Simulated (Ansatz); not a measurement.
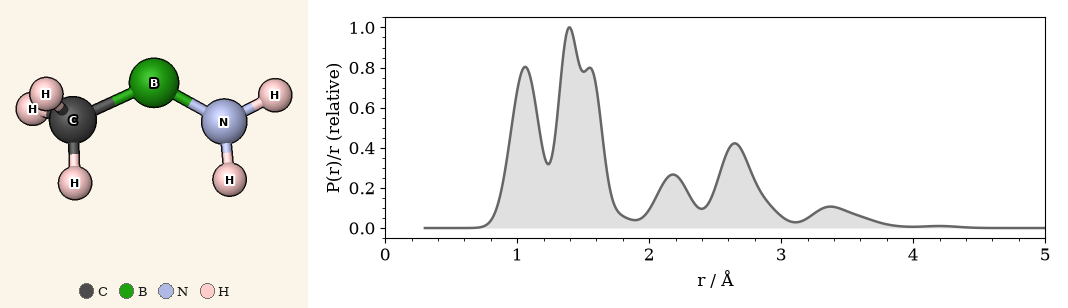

Simulated gas electron diffraction: radial distribution curve of CH₅BN (spin multiplicity 2). Each pair of atoms contributes with weight ZᵢZⱼ/r; damping constant 0.0015 Å²; vibrational amplitudes assumed, not computed: 0.05 Å for bonds, 0.078 Å for bonds to H, 0.06 + 0.015 r up to 0.15 Å for other pairs. The geometry is the end point of an optimisation (UKS PBE0-D4/6-31G* (Ansatz 0.2.0)); it may be a saddle point or a higher isomer.

### Assign the first 6 clear peaks of the radial distribution curve (– bonded, ··· not bonded).

Peak 1, 1.06 Å: N–H 1.01–1.02 Å (×2), C–H 1.10 Å (×3), not resolved
Peak 2, 1.39 Å: N–B 1.39 Å
Peak 3, 1.55 Å: C–B 1.57 Å, H···H 1.69–1.78 Å (×4), not resolved
Peak 4, 2.18 Å: B···H 2.12–2.25 Å (×5), not resolved
Peak 5, 2.65 Å: N···C 2.64 Å, N···H 2.83 Å, C···H 2.90 Å, not resolved
Peak 6, 3.37 Å: N···H 3.34–3.35 Å (×2), C···H 3.56 Å, not resolved
